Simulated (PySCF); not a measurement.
# C5H6F2: electronic excitations at several levels of theory, part 2 of 2

PySCF 2.14.0. Atoms count from 0. The steps go on from the part before.

## 9. Excited states and response: wB97X-D/def2-SVPD

The job: settings as JSON, then the geometry in Å.

```
{"job": {"kind": "uv", "xc": "wB97X-D", "basis": "def2-SVPD", "ip": true}, "charge": 0, "multiplicity": 1}
C     -2.018074    -0.124427    -0.026111
C     -0.669458     0.454922    -0.137948
C      0.220740     1.295837    -0.581571
F      0.488063     2.321694    -1.351458
C      0.749368     0.330012     0.356371
C      1.663748    -0.828382     0.061401
F      0.991503     0.759800     1.653702
H     -2.354626    -0.098835     1.021749
H     -2.744228     0.424866    -0.641019
H     -2.016065    -1.179498    -0.342776
H      1.454283    -1.661374     0.749666
H      1.533297    -1.179574    -0.971062
H      2.713656    -0.533049     0.205422
```

Method: TDDFT wB97X-D/def2-SVPD, vertical, gas phase, core orbitals frozen in the response.

Standard output:

```text
coarse grid: 11328 points
cycle   1  E = -393.2161191557  dE =  1.243e+00  |g| = 6.182e-01  |ddm| = 5.198e+00
cycle   2  E = -393.2124672650  dE =  3.652e-03  |g| = 7.054e-01  |ddm| = 1.363e+00
cycle   3  E = -393.2908325994  dE = -7.837e-02  |g| = 5.475e-02  |ddm| = 6.781e-01
cycle   4  E = -393.2914489126  dE = -6.163e-04  |g| = 1.941e-02  |ddm| = 1.030e-01
cycle   5  E = -393.2915359701  dE = -8.706e-05  |g| = 8.719e-03  |ddm| = 5.152e-02
cycle   6  E = -393.2915542667  dE = -1.830e-05  |g| = 2.121e-03  |ddm| = 1.877e-02
cycle   7  E = -393.2915556243  dE = -1.358e-06  |g| = 7.595e-04  |ddm| = 6.377e-03
final grid: 111480 points
cycle   8  E = -393.3472268376  dE = -1.388e-04  |g| = 7.953e-03  |ddm| = 2.009e-01
cycle   9  E = -393.3472273407  dE = -5.031e-07  |g| = 8.946e-03  |ddm| = 2.667e-02
cycle  10  E = -393.3472392299  dE = -1.189e-05  |g| = 6.449e-04  |ddm| = 7.050e-03
cycle  11  E = -393.3472393387  dE = -1.088e-07  |g| = 4.167e-04  |ddm| = 3.143e-03
cycle  12  E = -393.3472393823  dE = -4.356e-08  |g| = 8.255e-05  |ddm| = 8.805e-04
cycle  13  E = -393.3472393842  dE = -1.918e-09  |g| = 3.808e-05  |ddm| = 2.271e-04
cycle  14  E = -393.3472393847  dE = -5.153e-10  |g| = 1.169e-05  |ddm| = 1.196e-04
converged SCF energy = -393.3472393847

Static polarisability (au): isotropic 59.211, principal 49.758 60.381 67.494

Singlet excitations
state   eV       nm        f      main configurations
  1   7.1339    173.8   0.00278   H-1->L+1 0.47, H->L 0.44
  2   7.3168    169.5   0.02185   H-1->L+1 0.49, H->L 0.45
  3   7.4718    165.9   0.11525   H->L+1 0.75, H-1->L 0.09
  4   7.9736    155.5   0.00156   H-2->L+1 0.51, H-1->L 0.39
  5   8.1800    151.6   0.09343   H-1->L 0.41, H-2->L+1 0.33, H->L+1 0.17
  6   8.6026    144.1   0.01236   H->L+2 0.72, H->L+3 0.14
  7   8.8825    139.6   0.00261   H-2->L 0.69, H->L+3 0.10
  8   9.0218    137.4   0.00469   H->L+3 0.63, H->L+2 0.13, H-2->L 0.10
  9   9.4307    131.5   0.07253   H-1->L+2 0.53, H-1->L+3 0.24
 10   9.5190    130.2   0.02163   H->L+4 0.48, H->L+5 0.23

Triplet excitations (Tamm-Dancoff, eV): 5.1465 6.7302 7.0515 7.6504
Vertical ionisation energy (delta-SCF) = 10.0183 eV
```

Run time: 84 s. Hardware: 1 thread of Arm Neoverse V1, shared host; peak memory 0.91 GiB.

Key values: HOMO -9.68 eV, LUMO 1.90 eV; lowest singlet 7.13 eV.

## 10. Ultraviolet spectrum: LC-wPBE/def2-SVPD

The job, as its differences from that of step 9:

```diff
@@ -1,2 +1,2 @@
-{"job": {"kind": "uv", "xc": "wB97X-D", "basis": "def2-SVPD", "ip": true}, "charge": 0, "multiplicity": 1}
+{"job": {"kind": "uv", "xc": "LC-wPBE", "basis": "def2-SVPD", "ip": true}, "charge": 0, "multiplicity": 1}
 C     -2.018074    -0.124427    -0.026111
```

Level: TDDFT LC-wPBE/def2-SVPD, vertical, gas phase, core orbitals frozen in the response.

Standard output:

```text
coarse grid: 11328 points
cycle   1  E = -393.0840749744  dE =  1.377e+00  |g| = 6.488e-01  |ddm| = 5.170e+00
cycle   2  E = -393.0972138560  dE = -1.314e-02  |g| = 6.877e-01  |ddm| = 1.382e+00
cycle   3  E = -393.1710543657  dE = -7.384e-02  |g| = 6.212e-02  |ddm| = 6.720e-01
cycle   4  E = -393.1719330664  dE = -8.787e-04  |g| = 2.184e-02  |ddm| = 1.311e-01
cycle   5  E = -393.1720643997  dE = -1.313e-04  |g| = 9.454e-03  |ddm| = 6.429e-02
cycle   6  E = -393.1720844920  dE = -2.009e-05  |g| = 2.180e-03  |ddm| = 2.265e-02
cycle   7  E = -393.1720864313  dE = -1.939e-06  |g| = 9.212e-04  |ddm| = 9.018e-03
final grid: 111480 points
cycle   8  E = -393.2439115178  dE = -2.706e-05  |g| = 1.253e-02  |ddm| = 6.605e-02
cycle   9  E = -393.2439057679  dE =  5.750e-06  |g| = 1.442e-02  |ddm| = 2.172e-02
cycle  10  E = -393.2439367449  dE = -3.098e-05  |g| = 4.791e-04  |ddm| = 1.021e-02
cycle  11  E = -393.2439367851  dE = -4.020e-08  |g| = 1.991e-04  |ddm| = 1.260e-03
cycle  12  E = -393.2439368050  dE = -1.993e-08  |g| = 5.772e-05  |ddm| = 5.244e-04
cycle  13  E = -393.2439368058  dE = -8.175e-10  |g| = 1.692e-05  |ddm| = 1.302e-04
converged SCF energy = -393.2439368058

Static polarisability (au): isotropic 57.926, principal 48.768 59.217 65.794

Singlet excitations
state   eV       nm        f      main configurations
  1   7.3310    169.1   0.00203   H-1->L+1 0.73, H->L 0.12
  2   7.6047    163.0   0.07862   H->L+1 0.39, H->L 0.34, H-1->L+1 0.10
  3   7.6395    162.3   0.07520   H->L 0.34, H->L+1 0.33
  4   8.1231    152.6   0.01966   H-2->L+1 0.68, H-1->L 0.08
  5   8.4888    146.1   0.06951   H-1->L 0.68, H->L+1 0.09
  6   9.0930    136.4   0.01013   H->L+2 0.61, H->L+3 0.14, H->L 0.10
  7   9.2302    134.3   0.00218   H-2->L 0.67
  8   9.5740    129.5   0.00705   H->L+3 0.61, H->L+2 0.14
  9   9.9367    124.8   0.09252   H-1->L+3 0.38, H-1->L+2 0.25
 10   9.9827    124.2   0.01852   H->L+4 0.40, H->L+5 0.18, H->L+6 0.10

Triplet excitations (Tamm-Dancoff, eV): 4.9541 6.7919 7.2476 7.6202
Vertical ionisation energy (delta-SCF) = 10.1852 eV
```

Run time: 2 min. Hardware: 1 thread of Arm Neoverse V1, shared host; peak memory 0.92 GiB.

In short: HOMO -10.54 eV, LUMO 1.98 eV; lowest singlet 7.33 eV.

## 11. Excited states and response: PBE0/6-31G*

The job, as its differences from that of step 10:

```diff
@@ -1,2 +1,2 @@
-{"job": {"kind": "uv", "xc": "LC-wPBE", "basis": "def2-SVPD", "ip": true}, "charge": 0, "multiplicity": 1}
+{"job": {"kind": "uv", "xc": "PBE0", "basis": "6-31G*"}, "charge": 0, "multiplicity": 1}
 C     -2.018074    -0.124427    -0.026111
```

With the program's defaults for keys left out, this is: TDDFT PBE0/6-31G*, vertical, gas phase, core orbitals frozen in the response.

Standard output:

```text
coarse grid: 11328 points
cycle   1  E = -393.2594322967  dE =  1.089e+00  |g| = 6.601e-01  |ddm| = 3.449e+00
cycle   2  E = -393.2017146549  dE =  5.772e-02  |g| = 9.029e-01  |ddm| = 1.291e+00
cycle   3  E = -393.3377649504  dE = -1.361e-01  |g| = 9.367e-02  |ddm| = 8.423e-01
cycle   4  E = -393.3396601319  dE = -1.895e-03  |g| = 2.693e-02  |ddm| = 1.292e-01
cycle   5  E = -393.3398079746  dE = -1.478e-04  |g| = 1.223e-02  |ddm| = 3.259e-02
cycle   6  E = -393.3398399112  dE = -3.194e-05  |g| = 4.041e-03  |ddm| = 1.455e-02
cycle   7  E = -393.3398437264  dE = -3.815e-06  |g| = 7.345e-04  |ddm| = 4.055e-03
final grid: 111480 points
cycle   8  E = -393.3087009430  dE = -2.309e-05  |g| = 9.187e-03  |ddm| = 2.001e-02
cycle   9  E = -393.3086841923  dE =  1.675e-05  |g| = 1.339e-02  |ddm| = 1.996e-02
cycle  10  E = -393.3087191597  dE = -3.497e-05  |g| = 1.532e-03  |ddm| = 1.239e-02
cycle  11  E = -393.3087196642  dE = -5.045e-07  |g| = 3.101e-04  |ddm| = 1.533e-03
cycle  12  E = -393.3087196832  dE = -1.901e-08  |g| = 1.359e-04  |ddm| = 3.848e-04
cycle  13  E = -393.3087196872  dE = -3.954e-09  |g| = 2.559e-05  |ddm| = 1.293e-04
cycle  14  E = -393.3087196873  dE = -1.580e-10  |g| = 5.748e-06  |ddm| = 3.223e-05
converged SCF energy = -393.3087196873

Static polarisability (au): isotropic 49.976, principal 39.188 51.824 58.916

Singlet excitations
state   eV       nm        f      main configurations
  1   7.1029    174.6   0.00774   H-1->L 0.98
  2   7.5518    164.2   0.10620   H->L 0.71, H-2->L 0.20
  3   7.9517    155.9   0.05177   H-2->L 0.75, H->L 0.18
  4   8.6301    143.7   0.01076   H->L+1 0.92
  5   9.3849    132.1   0.06604   H-1->L+1 0.88
  6   9.6319    128.7   0.01588   H->L+2 0.80, H-3->L 0.11
  7   9.6839    128.0   0.02039   H->L+3 0.54, H-3->L 0.32
  8   9.7290    127.4   0.00862   H-3->L 0.52, H->L+3 0.36
  9  10.0802    123.0   0.00234   H-2->L+1 0.74, H-1->L+2 0.12
 10  10.2174    121.3   0.00706   H->L+4 0.75, H->L+5 0.12

Triplet excitations (Tamm-Dancoff, eV): 5.0407 6.5489 7.4479 8.0908
```

Run time: 13 s. Hardware: 1 thread of Arm Neoverse V1, shared host; peak memory 0.63 GiB.

This run: HOMO -7.43 eV, LUMO 0.92 eV; lowest singlet 7.10 eV.

## 12. TDDFT and polarisability: PBE0/def2-SVP

The job, as its differences from that of step 11:

```diff
@@ -1,2 +1,2 @@
-{"job": {"kind": "uv", "xc": "PBE0", "basis": "6-31G*"}, "charge": 0, "multiplicity": 1}
+{"job": {"kind": "uv", "xc": "PBE0", "basis": "def2-SVP"}, "charge": 0, "multiplicity": 1}
 C     -2.018074    -0.124427    -0.026111
```

Method: TDDFT PBE0/def2-SVP, vertical, gas phase, core orbitals frozen in the response.

Standard output:

```text
coarse grid: 11328 points
cycle   1  E = -392.8951282685  dE =  1.036e+00  |g| = 6.427e-01  |ddm| = 3.907e+00
cycle   2  E = -392.8357145802  dE =  5.941e-02  |g| = 8.881e-01  |ddm| = 1.422e+00
cycle   3  E = -392.9694439573  dE = -1.337e-01  |g| = 8.757e-02  |ddm| = 8.752e-01
cycle   4  E = -392.9710123557  dE = -1.568e-03  |g| = 2.999e-02  |ddm| = 1.257e-01
cycle   5  E = -392.9712017133  dE = -1.894e-04  |g| = 1.240e-02  |ddm| = 4.035e-02
cycle   6  E = -392.9712333502  dE = -3.164e-05  |g| = 4.386e-03  |ddm| = 1.717e-02
cycle   7  E = -392.9712379080  dE = -4.558e-06  |g| = 6.416e-04  |ddm| = 5.120e-03
final grid: 111480 points
cycle   8  E = -393.0264961587  dE = -2.324e-05  |g| = 7.902e-03  |ddm| = 2.427e-02
cycle   9  E = -393.0264847222  dE =  1.144e-05  |g| = 1.116e-02  |ddm| = 1.790e-02
cycle  10  E = -393.0265100437  dE = -2.532e-05  |g| = 1.441e-03  |ddm| = 1.142e-02
cycle  11  E = -393.0265104808  dE = -4.371e-07  |g| = 2.745e-04  |ddm| = 1.743e-03
cycle  12  E = -393.0265104951  dE = -1.438e-08  |g| = 1.238e-04  |ddm| = 3.973e-04
cycle  13  E = -393.0265104985  dE = -3.326e-09  |g| = 2.173e-05  |ddm| = 1.303e-04
cycle  14  E = -393.0265104986  dE = -1.125e-10  |g| = 5.963e-06  |ddm| = 3.221e-05
converged SCF energy = -393.0265104986

Static polarisability (au): isotropic 51.128, principal 40.742 52.401 60.241

Singlet excitations
state   eV       nm        f      main configurations
  1   7.0644    175.5   0.00677   H-1->L 0.97
  2   7.5080    165.1   0.11126   H->L 0.73, H-2->L 0.17
  3   7.9268    156.4   0.03837   H-2->L 0.75, H->L 0.13
  4   7.9753    155.5   0.01235   H->L+1 0.94
  5   8.6262    143.7   0.06026   H-1->L+1 0.90
  6   9.1299    135.8   0.03799   H->L+2 0.62, H->L+3 0.31
  7   9.3271    132.9   0.01346   H->L+3 0.61, H->L+2 0.29
  8   9.4502    131.2   0.00318   H-2->L+1 0.84
  9   9.6111    129.0   0.00304   H->L+4 0.70, H-3->L 0.10
 10   9.6472    128.5   0.00170   H-3->L 0.83, H->L+4 0.10

Triplet excitations (Tamm-Dancoff, eV): 5.0299 6.5209 7.4303 7.6253
```

Run time: 16 s. Hardware: 1 thread of Arm Neoverse V1, shared host; peak memory 0.67 GiB.

This run: HOMO -7.66 eV, LUMO 0.65 eV; lowest singlet 7.06 eV.

## 13. Comparing the runs: electronic excitations

Excitations and ground-state properties, with basis size and wall time:

| run | lowest singlet (eV) | brightest (eV) | f | gap (eV) | α (Å³) | μ (D) | functions | time |
| --- | --- | --- | --- | --- | --- | --- | --- | --- |
| LDA/def2-SVPD | 6.28 | 7.28 | 0.104 | 5.90 | 9.27 | 2.66 | 194 | 91 s |
| PBE/def2-SVPD | 6.21 | 7.77 | 0.076 | 5.97 | 9.21 | 2.56 | 194 | 2.1 min |
| B3LYP/def2-SVPD | 6.60 | 7.44 | 0.108 | 7.58 | 8.92 | 2.68 | 194 | 75 s |
| PBE0/def2-SVPD | 6.85 | 7.63 | 0.072 | 8.12 | 8.82 | 2.68 | 194 | 71 s |
| BHandHLYP/def2-SVPD | 7.14 | 7.59 | 0.122 | 9.68 | 8.57 | 2.80 | 194 | 75 s |
| CAM-B3LYP/def2-SVPD | 6.92 | 7.41 | 0.090 | 10.07 | 8.78 | 2.74 | 194 | 91 s |
| wB97X-D/def2-SVPD | 7.13 | 7.47 | 0.115 | 11.58 | 8.77 | 2.70 | 194 | 84 s |
| LC-wPBE/def2-SVPD | 7.33 | 9.94 | 0.093 | 12.53 | 8.58 | 2.72 | 194 | 2 min |
| PBE0/6-31G* | 7.10 | 7.55 | 0.106 | 8.35 | 7.41 | 2.29 | 110 | 13 s |
| PBE0/def2-SVP | 7.06 | 7.51 | 0.111 | 8.31 | 7.58 | 2.44 | 128 | 16 s |

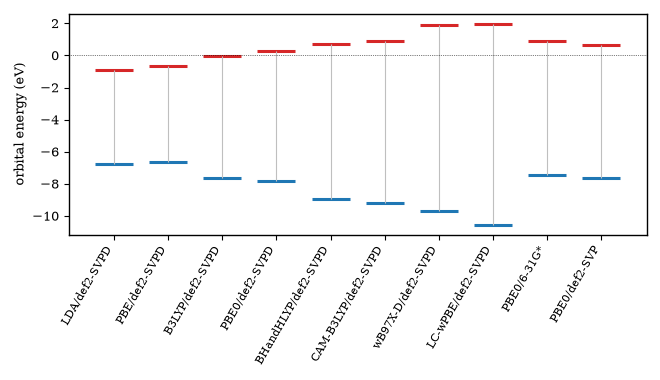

HOMO (blue) and LUMO (red) run by run.

## 14. Results

What follows sums up all 2 parts.

```
                                quantity                        value
                             point group                           C1
    rotational constants (main isotopes)         2.73, 2.41, 1.72 GHz
          lowest singlet (LDA/def2-SVPD)  6.28 eV (197 nm), f = 0.001
brightest single state of those computed  state 5, 7.28 eV, f = 0.104
                          lowest triplet                      5.25 eV
       vertical ionisation energy (ΔSCF)                     10.00 eV
             range of the lowest singlet              6.21 to 7.33 eV
```

What this shows: Single values in the summary come from the first sound run of each kind (LDA/def2-SVPD), which need not be the best level. The start of the PBE0/def2-SVP relaxation was shaken at random by about 0.01 Å, so part of the energy gained, and of the first lengths quoted, undoes that. The optimisation took 7 steps and gained 0.152 eV; among the close pairs (by a distance rule), C5–H12 changed most, from 1.065 to 1.100 Å. No frequency check was run at this level, so the end point may be a saddle. The lowest singlet, at 6.28 eV, is HOMO→LUMO+1 0.73, HOMO−1→LUMO 0.25 and is weak; of the 10 states computed, the strongest absorption comes from state 5 at 7.28 eV (the last state computed absorbs too, and its partners may lie past the list). The lowest triplet lies 1.03 eV below the lowest singlet (triplets in Tamm-Dancoff, singlets in full TDDFT). The brightest state lies above −ε(HOMO) (6.80 eV), where this functional's continuum begins, so it hangs on the basis. ΔSCF puts the ionisation energy at 10.00 eV, 3.20 eV above −ε(HOMO). The lowest singlet runs from 6.21 eV (PBE/def2-SVPD) to 7.33 eV (LC-wPBE/def2-SVPD), while the orbital gap spans 5.90 to 12.53 eV. The lowest state need not be the same one in every run. The runs solved for a few states only, so the brightest column depends on that window.
